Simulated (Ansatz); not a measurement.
**GaSn (hypothetical, Fm-3m): phonons against volume**

Aim: how the vibrations of GaSn (hypothetical) shift with volume, and the expansion that follows. The crystal structure is hypothetical: it was made by swapping elements on a known structure type.

Main program and level: Ansatz 0.2.0; DFT PBEsol, scalar-relativistic, plane waves, PAW.

**1. The starting structure**

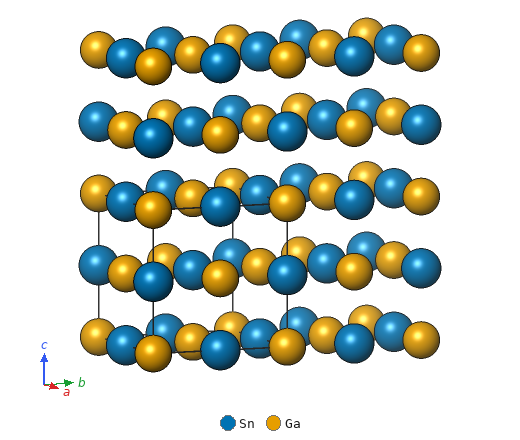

The starting structure, seen slightly off an axis (tin blue, gallium orange). 1×2×2 cells are drawn. This picture shows the conventional cell, with its axes. Some periodic images of atoms are drawn too.

**2. Probe on a coarse mesh**

A cheap single point shows whether the cell is a metal or an insulator and how far it is from rest; that sets the k-mesh and the occupations of what follows.

Input file input.yaml:

```yaml
crystal:
  lattice:
    - [0.0, 2.14418, 2.14418]
    - [2.14418, 0.0, 2.14418]
    - [2.14418, 2.14418, 0.0]
  atoms:
    - { symbol: Sn, position: [0.5, 0.5, 0.5] }
    - { symbol: Ga, position: [0.0, 0.0, 0.0] }
kpoints:
  mp_grid: { grid: [8, 8, 8] }
hamiltonian:
  xc: pbesol
scf:
  occupations: { method: gaussian, width: 0.1 }
output:
  forces: true
  stress: true
  eigenvalues: true
```

On the command line:

```sh
> ansatz run input.yaml --threads 4 --pin off --max-ram 8192MiB --backend cpu --events-out ev --progress --plain --runs-dir out
```

Numbers of over 12 decimals in the logs are rounded to 6 here.

The log of the run:

```text
Engine: ansatz 0.2.0, aarch64-unknown-linux-gnu
Pseudopotentials: kind: paw
Pseudopotential: Sn, paw, valence charge 14, recommended cutoff 420 eV (normal), Sn.paw.azcp
Pseudopotential: Ga, paw, valence charge 13, recommended cutoff 420 eV (normal), Ga.paw.azcp
Functional definition: PBEsol
  exchange = pbesol_x
  correlation = pbesol_c
Crystal: 2 atoms, lattice volume = 19.716 Å³
Basis set: ecut = 420 eV, 387 PW (Γ), exchange–correlation on 48×48×48 points (8 copies of the dense FFT grid, shifted against one another)
Bands: 18, of which v1, the nominal top of the filled ones, is band 14 counted from 1 (13 counted from 0)
Symmetry: 48 space group operations
Space group: Fm-3m (ITA 225), of the structure as read, at distance tolerance 2.7e-5 Å
k-points: 29 of 512
Non-local potential: Sn, projectors of the file, l = 0: 2, l = 1: 2, l = 2: 2, l = 3: 2
Non-local potential: Ga, projectors of the file, l = 0: 2, l = 1: 2, l = 2: 3, l = 3: 1
PAW form: soft (Blöchl's): semilocal exchange-correlation on the pseudo side does not see the compensation charge
PAW frozen core: Sn, regenerated for the run's functional, and the local potential with it (the file was generated under x = pbe(κ = 0.804, μ = 0.219515), c = pbe(β = 0.066725))
PAW frozen core: Ga, regenerated for the run's functional, and the local potential with it (the file was generated under x = pbe(κ = 0.804, μ = 0.219515), c = pbe(β = 0.066725))
PAW one-centre angular grid: Sn, 590 points (default); XC on 64 Gauss nodes
PAW one-centre angular grid: Ga, 590 points (default); XC on 64 Gauss nodes
Initial density: superposition of atomic densities (neutral atoms: chi_scale 0, normalization atom), corrected by the library's trained network
Initial wavefunctions: pseudopotential atomic-orbital guess
Functional: x = pbesol(κ = 0.804, μ = 0.123457), c = pbesol(β = 0.046)
SCF iter   1: F=—  HF=-9679.664559 eV  |F-HF|=—  |Δ(HF+E_count)|=         —  Δρ=2.27e-2  dr2=5.72e-2  ethr=1.77e-3  ⟨swp⟩=7.3  Hψ=2817  notcnv=0
preconditioner: auto → none  [insulator: Δε(μ)=0.671 eV  Ē_g=25.351 eV  σ=0.100 eV  W_gap=0.88  n_scr=8 (ndim 8)  ℏωp=43.5 eV  f_vac=0.000  D(μ)=0.49/eV (n_scr^D=0)  ε∞_Penn≈3.9]
SCF iter   2: F=—  HF=-9679.645631 eV  |F-HF|=—  |Δ(HF+E_count)|=   1.89e-2  Δρ=9.11e-3  dr2=5.86e-3  ethr=2.12e-4  ⟨swp⟩=2.4  Hψ=1120  notcnv=0  defer=17
SCF iter   3: F=—  HF=-9679.643961 eV  |F-HF|=—  |Δ(HF+E_count)|=   1.67e-3  Δρ=3.46e-3  dr2=1.30e-3  ethr=2.17e-5  ⟨swp⟩=2.2  Hψ=829  notcnv=0  defer=17
SCF iter   4: F=—  HF=-9679.643808 eV  |F-HF|=—  |Δ(HF+E_count)|=   1.52e-4  Δρ=8.51e-4  dr2=5.55e-5  ethr=4.82e-6  ⟨swp⟩=2.0  Hψ=729  notcnv=0  defer=17
SCF iter   5: F=—  HF=-9679.643826 eV  |F-HF|=—  |Δ(HF+E_count)|=   1.76e-5  Δρ=1.56e-4  dr2=1.90e-6  ethr=2.06e-7  ⟨swp⟩=2.6  Hψ=896  notcnv=0  defer=18
SCF iter   6: F=-9679.643825 eV  HF=-9679.643825 eV  |F-HF|=9.99e-9  |Δ(HF+E_count)|=   3.43e-7  Δρ=1.80e-5  dr2=2.64e-8  ethr=3.70e-10  ⟨swp⟩=9.4  Hψ=3274  notcnv=0
SCF 1 converged in 6 iterations: F = -9679.643825 eV  dr2 = 2.64e-8
  greatest PAW one-centre occupation: 0.996 electrons in one spin orbital (limit 2), on the Ga atom at site 1 (counted from 0), in its partial waves of l = 2
SCF converged after 6 iterations
Free energy (F): -9679.643825 eV
Harris-Foulkes:  -9679.643825 eV  (|F-HF|=9.99e-9)
Internal energy: -9679.641341 eV  (E = F + TS)
E sigma→0 (E₀):  -9679.642583 eV
Entropy (-TS):   -0.002484 eV (-1.242 meV/atom)
Fermi energy:    28.901083 eV
--- Per-component energies (eV) ---
  E_band       = 302.673259
  E_kinetic    = 347.752156
  E_local      = -1437.124220  (includes V_loc(G=0)·N_el)
  E_nonlocal   = 395.979281
  E_hartree    = 964.459530
  E_xc         = -469.634003
  E_vxc        = -182.913980  (∫ρ·V_xc dr)
  E_paw        = -6006.622096  (= ΣΔE_a)
  E_vpaw       = -749.934295  (= ΣTr[D̂ρ^β])
  E_aug_tail   = -0.000154  (compensation charges beyond the density's cutoff)
  E_ewald      = -3475.599651
  E_core_change = 1.147818  (= ΣΔE_core)
  E_smearing   = -0.002484  (= −TS)
  E_closure    = 0.000000  (closes the sum)
  Σ components = -9679.643825   (vs F -9679.643825, Δ=0.00e0)
--- Forces (eV/Å), atoms counted from 1 ---
  atom   1  Sn     0.00000000     0.00000000     0.00000000
  atom   2  Ga    -0.00000000     0.00000000     0.00000000
  max |Σ_I F_I| component: 2.85e-29 eV/Å
--- Stress (GPa, compression-positive) ---
      359.471622      -0.000000       0.000000
        0.000000     359.471622      -0.000000
        0.000000       0.000000     359.471622
  P = ⅓ Tr σ = 359.4716 GPa (3594.716 kbar)
--- Band table (eV; the first three rows and the last of 29) ---
  k-point 0: bands = [... 10 lower, 11.5621, 31.3107, 31.3107, 31.3107, 34.5171, 38.2906, 38.2906, 38.2906]
  k-point 1: bands = [... 10 lower, 11.4128, 28.6511, 31.3194, 31.3194, 34.2554, 38.4295, 38.4295, 39.2088]
  k-point 2: bands = [... 10 lower, 11.0827, 24.0281, 31.4532, 31.4532, 34.3603, 36.4328, 36.4328, 38.2688]
  k-point 28: bands = [... 10 lower, 20.0786, 20.0786, 20.7835, 21.1028, 37.5714, 37.5714, 38.3201, 38.7046]
```

Run time: 0.42 s. Hardware: 4 threads of Arm Neoverse V2, shared host; peak memory 0.29 GiB.

Numbers from this step:

```yaml
pressure: 359.5 GPa
volume_per_atom: 9.858 Å³
gap_on_the_k_mesh: 0 eV
```

The start is under 359 GPa at this level and looks like a metal on this mesh.

**3. A loose first relaxation**

The start is far from rest, so a relaxation with loose thresholds first brings it near the minimum.

Edit input.yaml of step 2 so:

```diff
@@ -18 +18,6 @@
   eigenvalues: true
+relax:
+  adjacent_minimum: "off"
+  f_tol: 0.05
+  max_steps: 80
+  cell: { stress_tol: 0.5 }
```

The log of the run:

```text
[...]
Crystal: 2 atoms, lattice volume = 19.716 Å³
Basis set: ecut = 420 eV, 387 PW (Γ), exchange–correlation on 48×48×48 points (8 copies of the dense FFT grid, shifted against one another)
Bands: 18, of which v1, the nominal top of the filled ones, is band 14 counted from 1 (13 counted from 0)
Symmetry: 48 space group operations
[...]
k-points: 29 of 512
[...]
SCF iter   1: F=—  HF=-9679.664559 eV  |F-HF|=—  |Δ(HF+E_count)|=         —  Δρ=2.27e-2  dr2=5.72e-2  ethr=1.77e-3  ⟨swp⟩=7.3  Hψ=2817  notcnv=0
[...]
SCF iter   6: F=-9679.643825 eV  HF=-9679.643825 eV  |F-HF|=9.99e-9  |Δ(HF+E_count)|=   3.43e-7  Δρ=1.80e-5  dr2=2.64e-8  ethr=3.70e-10  ⟨swp⟩=9.4  Hψ=3274  notcnv=0
SCF 1 converged in 6 iterations: F = -9679.643825 eV  dr2 = 2.64e-8
[...]
relax step   1: F+E_penalty+E_count = -9679.64382547 eV  Δ(F+E_penalty+E_count) = +0.000e0 eV  max|allowed force component| = 1.676e-29 eV/Å  Δτ_max = 0.0000 Å  P = +359.472 GPa  Ω = 19.716 Å³  (6 SCF iters, dr2 threshold 1.00e-7 eV, accepted)
Crystal: 2 atoms, lattice volume = 22.742 Å³
Basis set: ecut = 420 eV, 459 PW (Γ), exchange–correlation on 48×48×48 points (8 copies of the dense FFT grid, shifted against one another)
[...]
iter 1 solved again at ethr=1.56e-4 eV; its pass at ethr=3.10e-3 eV (dr2=4.22e-2 eV) is discarded
[...]
SCF iter   6: F=-9684.900918 eV  HF=-9684.900918 eV  |F-HF|=5.27e-8  |Δ(HF+E_count)|=   9.16e-7  Δρ=2.65e-5  dr2=8.49e-8  ethr=7.41e-10  ⟨swp⟩=6.3  Hψ=3141  notcnv=0
SCF 2 converged in 6 iterations: F = -9684.900918 eV  dr2 = 8.49e-8
[...]
relax step   2: F+E_penalty+E_count = -9684.90091768 eV  Δ(F+E_penalty+E_count) = -5.257e0 eV  max|allowed force component| = 2.370e-29 eV/Å  Δτ_max = 0.0000 Å  P = +212.624 GPa  Ω = 22.742 Å³  energy of the carried Pulay correction = -9.829e-3 eV  (6 SCF iters, dr2 threshold 2.00e-7 eV, accepted)
Crystal: 2 atoms, lattice volume = 26.063 Å³
Basis set: ecut = 420 eV, 531 PW (Γ), exchange–correlation on 48×48×48 points (8 copies of the dense FFT grid, shifted against one another)
[...]
SCF iter   6: F=-9688.293976 eV  HF=-9688.293976 eV  |F-HF|=3.10e-8  |Δ(HF+E_count)|=   2.66e-6  Δρ=2.18e-5  dr2=4.83e-8  ethr=7.41e-10  ⟨swp⟩=6.0  Hψ=3053  notcnv=0
SCF 3 converged in 6 iterations: F = -9688.293976 eV  dr2 = 4.83e-8
[...]
relax step   3: F+E_penalty+E_count = -9688.29397572 eV  Δ(F+E_penalty+E_count) = -3.393e0 eV  max|allowed force component| = 5.391e-29 eV/Å  Δτ_max = 0.0000 Å  P = +123.862 GPa  Ω = 26.063 Å³  energy of the carried Pulay correction = -1.913e-2 eV  (6 SCF iters, dr2 threshold 2.00e-7 eV, accepted)
[... from here on, the SCF cycles and remarks between the steps are left out ...]
relax step   4: F+E_penalty+E_count = -9690.39256092 eV  Δ(F+E_penalty+E_count) = -2.099e0 eV  max|allowed force component| = 1.249e-29 eV/Å  Δτ_max = 0.0000 Å  P = +66.952 GPa  Ω = 29.693 Å³  energy of the carried Pulay correction = -2.790e-2 eV  (6 SCF iters, dr2 threshold 2.00e-7 eV, accepted)
relax step   5: F+E_penalty+E_count = -9691.54863898 eV  Δ(F+E_penalty+E_count) = -1.156e0 eV  max|allowed force component| = 1.785e-29 eV/Å  Δτ_max = 0.0000 Å  P = +26.813 GPa  Ω = 33.750 Å³  energy of the carried Pulay correction = -3.634e-2 eV  (6 SCF iters, dr2 threshold 2.00e-7 eV, accepted)
relax step   6: F+E_penalty+E_count = -9691.78297216 eV  Δ(F+E_penalty+E_count) = -2.343e-1 eV  max|allowed force component| = 1.110e-28 eV/Å  Δτ_max = 0.0000 Å  P = -8.206 GPa  Ω = 38.162 Å³  energy of the carried Pulay correction = -4.423e-2 eV  (6 SCF iters, dr2 threshold 2.00e-7 eV, accepted)
relax step   7: F+E_penalty+E_count = -9691.81312863 eV  Δ(F+E_penalty+E_count) = -3.016e-2 eV  max|allowed force component| = 1.065e-29 eV/Å  Δτ_max = 0.0000 Å  P = +0.265 GPa  Ω = 37.028 Å³  energy of the carried Pulay correction = -4.232e-2 eV  (5 SCF iters, dr2 threshold 2.00e-7 eV, accepted)
relax step   8: F+E_penalty+E_count = -9692.37972817 eV  Δ(F+E_penalty+E_count) = -5.666e-1 eV  max|allowed force component| = 1.926e-29 eV/Å  Δτ_max = 0.0000 Å  P = +20.741 GPa  Ω = 37.028 Å³  stress off target by 2.07e1 GPa  SCF on the basis re-selected at this cell (its energy is not comparable with the rows above)  (7 SCF iters)
relax step   9: F+E_penalty+E_count = -9692.65360213 eV  Δ(F+E_penalty+E_count) = -2.739e-1 eV  max|allowed force component| = 3.131e-29 eV/Å  Δτ_max = 0.0000 Å  P = +11.839 GPa  Ω = 39.789 Å³  energy of the carried Pulay correction = -1.395e-3 eV  (6 SCF iters, dr2 threshold 2.00e-7 eV, accepted)
relax step  10: F+E_penalty+E_count = -9692.84230610 eV  Δ(F+E_penalty+E_count) = -1.887e-1 eV  max|allowed force component| = 1.624e-29 eV/Å  Δτ_max = 0.0000 Å  P = +2.909 GPa  Ω = 44.161 Å³  energy of the carried Pulay correction = -4.583e-3 eV  (6 SCF iters, dr2 threshold 2.00e-7 eV, accepted)
relax step  11: F+E_penalty+E_count = -9692.85786884 eV  Δ(F+E_penalty+E_count) = -1.556e-2 eV  max|allowed force component| = 1.680e-29 eV/Å  Δτ_max = 0.0000 Å  P = +0.478 GPa  Ω = 45.799 Å³  energy of the carried Pulay correction = -5.966e-3 eV  (6 SCF iters, dr2 threshold 2.00e-7 eV, accepted)
[...]
SCF iter   6: F=-9692.861077 eV  HF=-9692.861077 eV  |F-HF|=1.33e-10  |Δ(HF+E_count)|=   2.93e-9  Δρ=1.28e-6  dr2=7.97e-10  ethr=7.41e-12  ⟨swp⟩=4.7  Hψ=1710  notcnv=0
SCF 12 converged in 6 iterations: F = -9692.861077 eV  dr2 = 7.97e-10
relax step  12: F+E_penalty+E_count = -9692.86107706 eV  Δ(F+E_penalty+E_count) = -3.208e-3 eV  max|allowed force component| = 1.706e-29 eV/Å  Δτ_max = 0.0000 Å  P = +0.462 GPa  Ω = 45.799 Å³  stress off target by 4.62e-1 GPa  SCF on the basis re-selected at this cell (its energy is not comparable with the rows above)  (6 SCF iters)
[...]
SCF converged after 6 iterations
Free energy (F): -9692.861077 eV
[...]
Internal energy: -9692.854796 eV  (E = F + TS)
E sigma→0 (E₀):  -9692.857936 eV
Entropy (-TS):   -0.006281 eV (-3.141 meV/atom)
Fermi energy:    10.072326 eV
[...]
--- Stress (GPa, compression-positive) ---
        0.462482       0.000000       0.000000
        0.000000       0.462482       0.000000
        0.000000       0.000000       0.462482
  P = ⅓ Tr σ = 0.4625 GPa (4.625 kbar)
--- Band table (eV; the first three rows and the last of 29) ---
  k-point 0: bands = [... 10 lower, -1.0504, 11.3876, 11.3876, 11.3876, 11.9821, 17.0495, 17.0495, 17.0495]
  k-point 1: bands = [... 10 lower, -0.8297, 9.2405, 11.3778, 11.3778, 13.3651, 16.2243, 16.2243, 16.6115]
  k-point 2: bands = [... 10 lower, -0.1676, 6.7468, 11.4357, 11.4357, 13.6549, 14.6668, 14.6668, 15.4942]
  k-point 28: bands = [... 10 lower, 3.5859, 4.4684, 6.4970, 6.4970, 13.8155, 14.1687, 17.4034, 17.4034]
--- Relaxed structure (10 steps of the walk, 10 accepted, 2 SCFs on fresh bases) ---
  F+E_penalty+E_count = -9692.86107706 eV   max|allowed force component| = 1.706e-29 eV/Å   (the final SCF, on the basis selected at the relaxed cell)
  cell:  # Å, volume = 45.7990 Å³
    - [0, 2.839719, 2.839719]
    - [2.839719, 0, 2.839719]
    - [2.839719, 2.839719, 0]
  atoms:
    - { symbol: Sn, position: [0.5, 0.5, 0.5] }
    - { symbol: Ga, position: [0, 0, 0] }
```

Run time: 4.2 s. Hardware: 4 threads; peak memory 0.34 GiB.

Relaxation path:

| step | energy less that of the first step (eV) | largest force component (eV/Å) | pressure (GPa) | volume (Å³) |
| --- | --- | --- | --- | --- |
| 1 | 0.0000 | 0.0000 | 359.47 | 19.72 |
| 2 | -5.2571 | 0.0000 | 212.62 | 22.74 |
| 3 | -8.6502 | 0.0000 | 123.86 | 26.06 |
| 4 | -10.7487 | 0.0000 | 66.95 | 29.69 |
| 5 | -11.9048 | 0.0000 | 26.81 | 33.75 |
| 6 | -12.1391 | 0.0000 | -8.21 | 38.16 |
| 7 | -12.1693 | 0.0000 | 0.27 | 37.03 |
| 8* | -12.7359 | 0.0000 | 20.74 | 37.03 |
| 9 | -13.0098 | 0.0000 | 11.84 | 39.79 |
| 10 | -13.1985 | 0.0000 | 2.91 | 44.16 |
| 11 | -13.2140 | 0.0000 | 0.48 | 45.80 |
| 12* | -13.2173 | 0.0000 | 0.46 | 45.80 |

Relaxation steps marked * repeat the geometry before them on a plane-wave basis chosen anew for their cell, so energy and pressure can jump there.

Forces are held to the 48 operations that the run works with; a distortion that breaks them can't arise in this run.

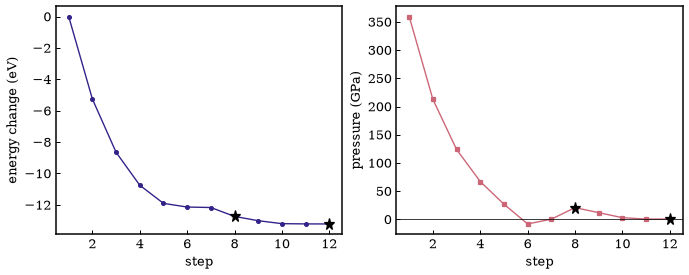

Energy and pressure along the relaxation. Stars mark steps on a basis chosen anew.

```
     cell as run  before  after    change
           a (Å)   3.032  4.016   +32.4 %
           b (Å)   3.032  4.016   +32.4 %
           c (Å)   3.032  4.016   +32.4 %
volume (Å³/atom)    9.86  22.90  +132.3 %
```

Final coordinates:

```xyz
2
Lattice="0.0000 2.8397 2.8397 2.8397 0.0000 2.8397 2.8397 2.8397 0.0000" Properties=species:S:1:pos:R:3 pbc="T T T"
Sn    2.8397    2.8397    2.8397
Ga    0.0000    0.0000    0.0000
```

This step gave:

```
pressure        : 0.4625 GPa
volume per atom : 22.90 Å³
```

The relaxation ends with a pressure of 0.46 GPa.

(Continued in part 2 of 4.)

[Logs are printed without paths, hosts, clocks, repeated set-up lines and the standing remarks that a program may print on its own settings, such as how far it seeks lower states.]

[Hosts, paths, dates, database ids (printed as entryN), source tags and the programs' standing remarks are cut or masked in the printed files.]

[A step with changed settings may run another functional than the one named; its input shows which.]

[Of the runs on displaced cells, only some may be shown.]
